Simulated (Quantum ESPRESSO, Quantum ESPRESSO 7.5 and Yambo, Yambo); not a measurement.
**Quasiparticle gap of SiO2 (Quartz) in Yambo**

Wanted: ground state, empty states, screening and self-energy for SiO2 (Quartz).

Main program and level: Quantum ESPRESSO 7.5 and Yambo 5.3.0; LDA and many-body steps on it, plane waves.

## (1) The structure

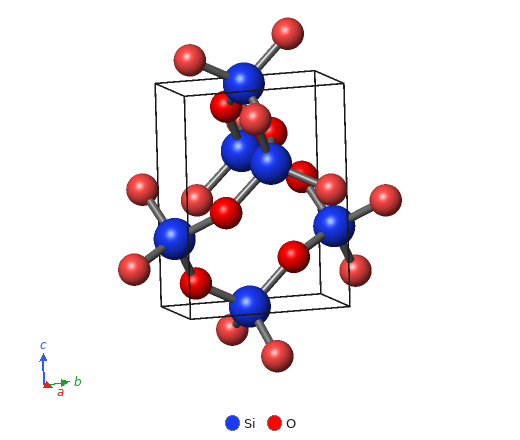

The starting structure, seen slightly off an axis (silicon blue, oxygen red). Some periodic images of atoms are drawn too.

The cell and positions come from the Crystallography Open Database and are kept as given unless a step says otherwise.

## (2) Ground state

This step: Quantum ESPRESSO 7.5; DFT, LDA, plane waves, norm-conserving pseudopotentials.

The ground-state density comes first.

Input file pw.in:

```
&control
  calculation = 'scf'
  prefix = 'x'
  outdir = 'o'
  pseudo_dir = 'pseudo'
/
&system
  ibrav = 0
  nat = 9
  ntyp = 2
  ecutwfc = 72.0
  nbnd = 32
  force_symmorphic = .true.
/
&electrons
  conv_thr = 1e-10
  electron_maxstep = 80
  mixing_beta = 0.5
/
ATOMIC_SPECIES
  Si 28.085 Si.upf
  O 15.999 O.upf
CELL_PARAMETERS angstrom
  4.9158000000 0.0000000000 0.0000000000
  -2.4579000000 4.2572076799 0.0000000000
  0.0000000000 0.0000000000 5.4091000000
ATOMIC_POSITIONS crystal
  Si 0.5303000000 0.0000000000 0.3333333333
  Si 0.0000000000 0.5303000000 0.6666666667
  Si 0.4697000000 0.4697000000 0.0000000000
  O 0.1462000000 0.4142000000 0.8810000000
  O 0.5858000000 0.7320000000 0.2143333333
  O 0.2680000000 0.8538000000 0.5476666667
  O 0.4142000000 0.1462000000 0.1190000000
  O 0.7320000000 0.5858000000 0.7856666667
  O 0.8538000000 0.2680000000 0.4523333333
K_POINTS automatic
  6 6 4 0 0 0
```

Command:

```console
$ OMP_NUM_THREADS=1 mpirun -n 4 pw.x -nk 4 -in pw.in > pw.out
```

The program printed:

```text
Program PWSCF v.7.5 starts

     This program is part of the open-source Quantum ESPRESSO suite
     for quantum simulation of materials; please cite
         "P. Giannozzi et al., J. Phys.:Condens. Matter 21 395502 (2009);
         "P. Giannozzi et al., J. Phys.:Condens. Matter 29 465901 (2017);
         "P. Giannozzi et al., J. Chem. Phys. 152 154105 (2020);
     in publications or presentations arising from this work. More details at
     Message from routine setup:
     using ibrav=0 with symmetry is DISCOURAGED, use correct ibrav instead

     G-vector sticks info

     bravais-lattice index     =            0
     lattice parameter (alat)  =       9.2895  a.u.
     unit-cell volume          =     763.9073 (a.u.)^3
     number of atoms/cell      =            9
     number of atomic types    =            2
     number of electrons       =        48.00
     number of Kohn-Sham states=           32
     kinetic-energy cutoff     =      72.0000  Ry
     charge density cutoff     =     288.0000  Ry
     scf convergence threshold =      1.0E-10
     mixing beta               =       0.5000
     number of iterations used =            8  plain     mixing
     Exchange-correlation= SLA  PW   NOGX NOGC
                           (   1   4   0   0   0   0   0)

     celldm(1)=   9.289516  celldm(2)=   0.000000  celldm(3)=   0.000000
     celldm(4)=   0.000000  celldm(5)=   0.000000  celldm(6)=   0.000000

     crystal axes: (cart. coord. in units of alat)
               a(1) = (   1.000000   0.000000   0.000000 )
               a(2) = (  -0.500000   0.866025   0.000000 )
               a(3) = (   0.000000   0.000000   1.100350 )

     reciprocal axes: (cart. coord. in units 2 pi/alat)
               b(1) = (  1.000000  0.577350 -0.000000 )
               b(2) = (  0.000000  1.154701  0.000000 )
               b(3) = (  0.000000 -0.000000  0.908802 )
     Pseudo is Norm-conserving + core correction, Zval =  4.0
     Generated using ONCVPSP code by D. R. Hamann
     Using radial grid of 1510 points,  6 beta functions with:
     Pseudo is Norm-conserving + core correction, Zval =  6.0
     Generated using ONCVPSP code by D. R. Hamann
     Using radial grid of  926 points,  5 beta functions with:
     Si                4.00    28.08500     Si( 1.00)
     O                 6.00    15.99900     O ( 1.00)

      2 Sym. Ops. (no inversion) found

   Cartesian axes

     site n.     atom                  positions (alat units)
         1        Si     tau(   1) = (   0.5303000   0.0000000   0.3667833  )
         2        Si     tau(   2) = (  -0.2651500   0.4592533   0.7335666  )
         3        Si     tau(   3) = (   0.2348500   0.4067721   0.0000000  )
         4        O      tau(   4) = (  -0.0609000   0.3587077   0.9694083  )
         5        O      tau(   5) = (   0.2198000   0.6339306   0.2358417  )
         6        O      tau(   6) = (  -0.1589000   0.7394125   0.6026250  )
         7        O      tau(   7) = (   0.3411000   0.1266129   0.1309416  )
         8        O      tau(   8) = (   0.4391000   0.5073177   0.8645082  )
         9        O      tau(   9) = (   0.7198000   0.2320948   0.4977249  )

     number of k points=    47
                       cart. coord. in units 2pi/alat
        k(    1) = (   0.0000000   0.0000000   0.0000000), wk =   0.0138889
        k(    2) = (   0.0000000   0.0000000   0.2272005), wk =   0.0277778
        k(    3) = (   0.0000000   0.0000000  -0.4544009), wk =   0.0138889
        k(    4) = (   0.0000000   0.1924501   0.0000000), wk =   0.0555556
        k(    5) = (   0.0000000   0.1924501   0.2272005), wk =   0.0555556
        k(    6) = (   0.0000000   0.1924501  -0.4544009), wk =   0.0555556
        k(    7) = (   0.0000000   0.3849002   0.0000000), wk =   0.0555556
        k(    8) = (   0.0000000   0.3849002   0.2272005), wk =   0.0555556
        k(    9) = (   0.0000000   0.3849002  -0.4544009), wk =   0.0555556
        k(   10) = (   0.0000000  -0.5773503   0.0000000), wk =   0.0277778
     [... 35 further rows ...]
        k(   46) = (  -0.1666667   0.4811252   0.4544009), wk =   0.0555556
        k(   47) = (  -0.3333333   0.3849002  -0.4544009), wk =   0.0555556

     Dense  grid:    63145 G-vectors     FFT dimensions: (  54,  54,  60)

     Initial potential from superposition of free atoms

     starting charge      47.9983, renormalised to      48.0000
     Starting wfcs are   36 randomized atomic wfcs

     per-process dynamical memory:    98.6 Mb

     Self-consistent Calculation

     iteration #  1     ecut=    72.00 Ry     beta= 0.50

     total energy              =    -223.97167319 Ry
     estimated scf accuracy    <       2.24146241 Ry

     iteration #  2     ecut=    72.00 Ry     beta= 0.50

     total energy              =    -224.59935184 Ry
     estimated scf accuracy    <       0.20629965 Ry

     iteration #  3     ecut=    72.00 Ry     beta= 0.50

     total energy              =    -224.61591532 Ry
     estimated scf accuracy    <       0.02036882 Ry

     iteration #  4     ecut=    72.00 Ry     beta= 0.50

     total energy              =    -224.61966032 Ry
     estimated scf accuracy    <       0.00942103 Ry

     iteration #  5     ecut=    72.00 Ry     beta= 0.50

     total energy              =    -224.62063496 Ry
     estimated scf accuracy    <       0.00041027 Ry

     iteration #  6     ecut=    72.00 Ry     beta= 0.50

     total energy              =    -224.62073849 Ry
     estimated scf accuracy    <       0.00002121 Ry

     iteration #  7     ecut=    72.00 Ry     beta= 0.50

     total energy              =    -224.62075070 Ry
     estimated scf accuracy    <       0.00000946 Ry

     iteration #  8     ecut=    72.00 Ry     beta= 0.50

     total energy              =    -224.62075032 Ry
     estimated scf accuracy    <       0.00000156 Ry

     iteration #  9     ecut=    72.00 Ry     beta= 0.50

     total energy              =    -224.62075091 Ry
     estimated scf accuracy    <       0.00000056 Ry

     iteration # 10     ecut=    72.00 Ry     beta= 0.50

     total energy              =    -224.62075102 Ry
     estimated scf accuracy    <          4.9E-10 Ry

     iteration # 11     ecut=    72.00 Ry     beta= 0.50

     total energy              =    -224.62075102 Ry
     estimated scf accuracy    <          3.9E-09 Ry

     iteration # 12     ecut=    72.00 Ry     beta= 0.50

     End of self-consistent calculation

          k = 0.0000 0.0000 0.0000 (  7935 PWs)   bands (ev):

   -16.9641 -15.3827 -15.3827 -14.7118 -14.6689 -14.6689  -6.1251  -6.1251
    -3.3212  -3.2978  -3.1291  -3.1291  -0.8184  -0.8183  -0.5568  -0.3047
     0.6468   0.6468   0.6786   1.1626   1.1626   1.4807   1.8479   1.8479
     7.9734  11.2099  11.2099  11.6827  11.6827  12.8621  13.5933  14.0941

          k = 0.0000 0.0000 0.2272 (  7924 PWs)   bands (ev):

   -16.8390 -15.9621 -14.9056 -14.7089 -14.6873 -14.6506  -6.9287  -5.0908
    -3.5488  -3.4156  -3.3689  -2.7517  -0.8865  -0.5766  -0.4701  -0.1170
     0.3693   0.5333   0.6310   0.6695   1.0804   1.6362   1.9466   2.0770
     8.5659  11.0740  11.1225  11.1689  12.1309  12.7073  13.1348  14.1221

          k = 0.0000 0.0000-0.4544 (  7912 PWs)   bands (ev):

   -16.4840 -16.4840 -14.7153 -14.7006 -14.7006 -14.6426  -7.2351  -4.1442
    -4.1442  -3.4963  -3.4963  -2.5498  -0.5763  -0.5763  -0.4975   0.1285
     0.1285   0.3164   0.3164   0.6114   0.9419   1.9613   1.9613   2.0849
     9.8994   9.8994  10.8994  11.6697  11.6697  12.5348  13.5264  13.5264

          k = 0.0000 0.1925 0.0000 (  7910 PWs)   bands (ev):

     [... further k-points ...]

     highest occupied, lowest unoccupied level (ev):     2.1721    7.9734

!    total energy              =    -224.62075102 Ry
     estimated scf accuracy    <          5.7E-12 Ry

     The total energy is the sum of the following terms:
     one-electron contribution =    -102.57986540 Ry
     hartree contribution      =      76.71617439 Ry
     xc contribution           =     -59.91996543 Ry
     ewald contribution        =    -138.83709458 Ry

     convergence has been achieved in  12 iterations

     XML data file, charge density, pseudopotentials, collected wavefunctions

=------------------------------------------------------------------------------=
   JOB DONE.
=------------------------------------------------------------------------------=
```

Elapsed: 92 s, on 4 MPI ranks of Arm Neoverse V1, shared host; peak memory 0.59 GiB; 6.1 min of CPU time.

This step gave:

```yaml
total_energy: -3056.1210 eV
gap: 5.801 eV
k_of_the_valence_top: 0.3333, 0.3333, 0
k_of_the_conduction_bottom: 0, 0, 0
least_direct_gap: 6.125 eV
```

The gap is indirect, with the least direct gap 0.32 eV higher.

## (3) Bands along the symmetry lines

Levels along a band path, at the cheap level, show where the edges lie and whether the meshes to come will hold them.

Input file pw.in:

```
&control
  calculation = 'bands'
  prefix = 'x'
  outdir = 'o'
  pseudo_dir = 'pseudo'
/
&system
  ibrav = 0
  nat = 9
  ntyp = 2
  ecutwfc = 72.0
  nbnd = 30
  force_symmorphic = .true.
/
&electrons
  conv_thr = 1e-9
  electron_maxstep = 80
  diago_full_acc = .true.
  diago_thr_init = 5e-6
/
ATOMIC_SPECIES
  Si 28.085 Si.upf
  O 15.999 O.upf
CELL_PARAMETERS angstrom
  4.9158000000 0.0000000000 0.0000000000
  -2.4579000000 4.2572076799 0.0000000000
  0.0000000000 0.0000000000 5.4091000000
ATOMIC_POSITIONS crystal
  Si 0.5303000000 0.0000000000 0.3333333333
  Si 0.0000000000 0.5303000000 0.6666666667
  Si 0.4697000000 0.4697000000 0.0000000000
  O 0.1462000000 0.4142000000 0.8810000000
  O 0.5858000000 0.7320000000 0.2143333333
  O 0.2680000000 0.8538000000 0.5476666667
  O 0.4142000000 0.1462000000 0.1190000000
  O 0.7320000000 0.5858000000 0.7856666667
  O 0.8538000000 0.2680000000 0.4523333333
K_POINTS crystal
  75
  0.00000000 0.00000000 0.00000000 1
  0.06250000 0.00000000 0.00000000 1
  0.12500000 0.00000000 0.00000000 1
  0.18750000 0.00000000 0.00000000 1
  0.25000000 0.00000000 0.00000000 1
  0.31250000 0.00000000 0.00000000 1
  0.37500000 0.00000000 0.00000000 1
  0.43750000 0.00000000 0.00000000 1
  0.50000000 0.00000000 0.00000000 1
  0.47916667 0.04166667 0.00000000 1
  0.45833333 0.08333333 0.00000000 1
  0.43750000 0.12500000 0.00000000 1
  0.41666666 0.16666666 0.00000000 1
  0.39583333 0.20833333 0.00000000 1
  0.37500000 0.25000000 0.00000000 1
  0.35416666 0.29166666 0.00000000 1
  0.33333333 0.33333333 0.00000000 1
  0.29166666 0.29166666 0.00000000 1
  0.25000000 0.25000000 0.00000000 1
  0.20833333 0.20833333 0.00000000 1
  0.16666666 0.16666666 0.00000000 1
  0.12500000 0.12500000 0.00000000 1
  0.08333333 0.08333333 0.00000000 1
  0.04166667 0.04166667 0.00000000 1
  0.00000000 0.00000000 0.00000000 1
  0.00000000 0.00000000 0.06250000 1
  0.00000000 0.00000000 0.12500000 1
  0.00000000 0.00000000 0.18750000 1
  0.00000000 0.00000000 0.25000000 1
  0.00000000 0.00000000 0.31250000 1
  0.00000000 0.00000000 0.37500000 1
  0.00000000 0.00000000 0.43750000 1
  0.00000000 0.00000000 0.50000000 1
  0.06250000 0.00000000 0.50000000 1
  0.12500000 0.00000000 0.50000000 1
  0.18750000 0.00000000 0.50000000 1
  0.25000000 0.00000000 0.50000000 1
  0.31250000 0.00000000 0.50000000 1
  0.37500000 0.00000000 0.50000000 1
  0.43750000 0.00000000 0.50000000 1
  0.50000000 0.00000000 0.50000000 1
  0.47916667 0.04166667 0.50000000 1
  0.45833333 0.08333333 0.50000000 1
  0.43750000 0.12500000 0.50000000 1
  0.41666666 0.16666666 0.50000000 1
  0.39583333 0.20833333 0.50000000 1
  0.37500000 0.25000000 0.50000000 1
  0.35416666 0.29166666 0.50000000 1
  0.33333333 0.33333333 0.50000000 1
  0.29166666 0.29166666 0.50000000 1
  0.25000000 0.25000000 0.50000000 1
  0.20833333 0.20833333 0.50000000 1
  0.16666666 0.16666666 0.50000000 1
  0.12500000 0.12500000 0.50000000 1
  0.08333333 0.08333333 0.50000000 1
  0.04166667 0.04166667 0.50000000 1
  0.00000000 0.00000000 0.50000000 1
  0.50000000 0.00000000 0.50000000 1
  0.50000000 0.00000000 0.43750000 1
  0.50000000 0.00000000 0.37500000 1
  0.50000000 0.00000000 0.31250000 1
  0.50000000 0.00000000 0.25000000 1
  0.50000000 0.00000000 0.18750000 1
  0.50000000 0.00000000 0.12500000 1
  0.50000000 0.00000000 0.06250000 1
  0.50000000 -0.00000000 0.00000000 1
  0.33333333 0.33333333 0.50000000 1
  0.33333333 0.33333333 0.43750000 1
  0.33333333 0.33333333 0.37500000 1
  0.33333333 0.33333333 0.31250000 1
  0.33333333 0.33333333 0.25000000 1
  0.33333333 0.33333333 0.18750000 1
  0.33333333 0.33333333 0.12500000 1
  0.33333333 0.33333333 0.06250000 1
  0.33333333 0.33333333 0.00000000 1
```

The program printed:

```text
[banner, memory and clock lines left out]
Program PWSCF v.7.5 starts

     Atomic positions and unit cell read from directory:
     o/x.save/

     Message from routine setup:
     using ibrav=0 with symmetry is DISCOURAGED, use correct ibrav instead

     G-vector sticks info

     bravais-lattice index     =            0
     lattice parameter (alat)  =       9.2895  a.u.
     unit-cell volume          =     763.9073 (a.u.)^3
     number of atoms/cell      =            9
     number of atomic types    =            2
     number of electrons       =        48.00
     number of Kohn-Sham states=           30
     kinetic-energy cutoff     =      72.0000  Ry
     charge density cutoff     =     288.0000  Ry
     Exchange-correlation= SLA  PW   NOGX NOGC
                           (   1   4   0   0   0   0   0)

     celldm(1)=   9.289516  celldm(2)=   0.000000  celldm(3)=   0.000000
     celldm(4)=   0.000000  celldm(5)=   0.000000  celldm(6)=   0.000000

     crystal axes: (cart. coord. in units of alat)
               a(1) = (   1.000000   0.000000   0.000000 )
               a(2) = (  -0.500000   0.866025   0.000000 )
               a(3) = (   0.000000   0.000000   1.100350 )

     reciprocal axes: (cart. coord. in units 2 pi/alat)
               b(1) = (  1.000000  0.577350 -0.000000 )
               b(2) = (  0.000000  1.154701  0.000000 )
               b(3) = (  0.000000 -0.000000  0.908802 )
     Pseudo is Norm-conserving + core correction, Zval =  4.0
     Generated using ONCVPSP code by D. R. Hamann
     Using radial grid of 1510 points,  6 beta functions with:
     Pseudo is Norm-conserving + core correction, Zval =  6.0
     Generated using ONCVPSP code by D. R. Hamann
     Using radial grid of  926 points,  5 beta functions with:
     Si                4.00    28.08500     Si( 1.00)
     O                 6.00    15.99900     O ( 1.00)

      2 Sym. Ops. (no inversion) found

   Cartesian axes

     site n.     atom                  positions (alat units)
         1        Si     tau(   1) = (   0.5303000   0.0000000   0.3667833  )
         2        Si     tau(   2) = (  -0.2651500   0.4592533   0.7335666  )
         3        Si     tau(   3) = (   0.2348500   0.4067721   0.0000000  )
         4        O      tau(   4) = (  -0.0609000   0.3587077   0.9694083  )
         5        O      tau(   5) = (   0.2198000   0.6339306   0.2358417  )
         6        O      tau(   6) = (  -0.1589000   0.7394125   0.6026250  )
         7        O      tau(   7) = (   0.3411000   0.1266129   0.1309416  )
         8        O      tau(   8) = (   0.4391000   0.5073177   0.8645082  )
         9        O      tau(   9) = (   0.7198000   0.2320948   0.4977249  )

     number of k points=    75
                       cart. coord. in units 2pi/alat
        k(    1) = (   0.0000000   0.0000000   0.0000000), wk =   0.0266667
        k(    2) = (   0.0625000   0.0360844   0.0000000), wk =   0.0266667
        k(    3) = (   0.1250000   0.0721688   0.0000000), wk =   0.0266667
[...]
[... 63 further rows ...]
        k(   74) = (   0.3333333   0.5773503   0.0568001), wk =   0.0266667
        k(   75) = (   0.3333333   0.5773503   0.0000000), wk =   0.0266667

     Dense  grid:    63145 G-vectors     FFT dimensions: (  54,  54,  60)

     The potential is recalculated from file :
     o/x.save/charge-density

     Starting wfcs are   36 randomized atomic wfcs

     Band Structure Calculation

     End of band structure calculation

          k = 0.0000 0.0000 0.0000 (  7935 PWs)   bands (ev):

   -16.9641 -15.3827 -15.3827 -14.7118 -14.6689 -14.6689  -6.1251  -6.1251
    -3.3212  -3.2978  -3.1291  -3.1291  -0.8184  -0.8184  -0.5568  -0.3047
     0.6468   0.6468   0.6786   1.1626   1.1626   1.4807   1.8479   1.8479
     7.9734  11.2100  11.2100  11.6827  11.6827  12.8622

          k = 0.0625 0.0361 0.0000 (  7921 PWs)   bands (ev):

[...]
8.0359  11.2057  11.2190  11.6827  11.7042  12.8847

          k = 0.1250 0.0722 0.0000 (  7911 PWs)   bands (ev):

[...]
8.2162  11.1989  11.2433  11.6937  11.7651  12.9271

[...]
k = 0.3333 0.5774 0.0568 (  7869 PWs)   bands (ev):

[...]
10.8635  10.9012  11.3608  12.2990  12.3534  12.4203

          k = 0.3333 0.5774 0.0000 (  7866 PWs)   bands (ev):

[...]
-4.5856  -3.2142  -3.2142  -2.4162  -0.8024  -0.8024  -0.7728   0.0880
     0.0880   0.2600   0.4287   0.9225   0.9225   1.7335   1.7335   2.1721
    10.8717  10.8717  11.3483  12.3046  12.4124  12.4124

     XML data file, pseudopotentials, collected wavefunctions
```

The job ended after 45 s (4 MPI ranks; peak memory 0.38 GiB; 3 min of CPU time).

Numbers from this step:

```yaml
gap: 5.801 eV
k_of_the_valence_top: 0.3333, 0.3333, 0
k_of_the_conduction_bottom: 0, 0, 0
least_direct_gap: 6.103 eV
```

The gap is 5.801 eV, as in the run before at this level.

Electronic bands along the path, in eV, zero at the top of the highest filled band:

| point | band 21 | band 22 | band 23 | band 24 | band 25 | band 26 | band 27 | band 28 |
| --- | --- | --- | --- | --- | --- | --- | --- | --- |
| Γ | -1.01 | -0.69 | -0.32 | -0.32 | 5.80 | 9.04 | 9.04 | 9.51 |
| M | -1.06 | -0.79 | -0.27 | -0.03 | 8.05 | 8.76 | 9.45 | 9.49 |
| K | -1.25 | -0.44 | -0.44 | 0.00 | 8.70 | 8.70 | 9.18 | 10.13 |
| Γ | -1.01 | -0.69 | -0.32 | -0.32 | 5.80 | 9.04 | 9.04 | 9.51 |
| A | -1.23 | -0.21 | -0.21 | -0.09 | 7.73 | 7.73 | 8.73 | 9.50 |
| L | -0.90 | -0.84 | -0.61 | -0.19 | 8.79 | 9.21 | 9.37 | 9.50 |
| H | -0.95 | -0.78 | -0.60 | -0.60 | 8.90 | 9.51 | 9.51 | 9.86 |
| A | -1.23 | -0.21 | -0.21 | -0.09 | 7.73 | 7.73 | 8.73 | 9.50 |
| jump to L | -0.90 | -0.84 | -0.61 | -0.19 | 8.79 | 9.21 | 9.37 | 9.50 |
| M | -1.06 | -0.79 | -0.27 | -0.03 | 8.05 | 8.76 | 9.45 | 9.49 |
| jump to H | -0.95 | -0.78 | -0.60 | -0.60 | 8.90 | 9.51 | 9.51 | 9.86 |
| K | -1.25 | -0.44 | -0.44 | 0.00 | 8.70 | 8.70 | 9.18 | 10.13 |

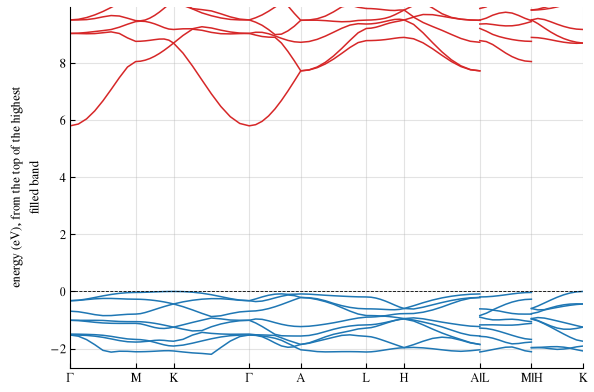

Electronic bands along the path; lines of filled and empty bands in two colours.

(Part 1 of 3 ends here.)

[Paths, hosts, dates, memory and timing lines, banners, echoed tables and standing remarks are left out of the program output.]

[Logs are printed without paths, hosts, clocks, repeated set-up lines and the standing remarks that a program may print on its own settings, such as how far it seeks lower states.]

[Runs of the session that timed out or met a known fault of the program may be left out.]

[Hosts, paths, dates, database ids (printed as entryN), source tags and the programs' standing remarks are cut or masked in the printed files.]
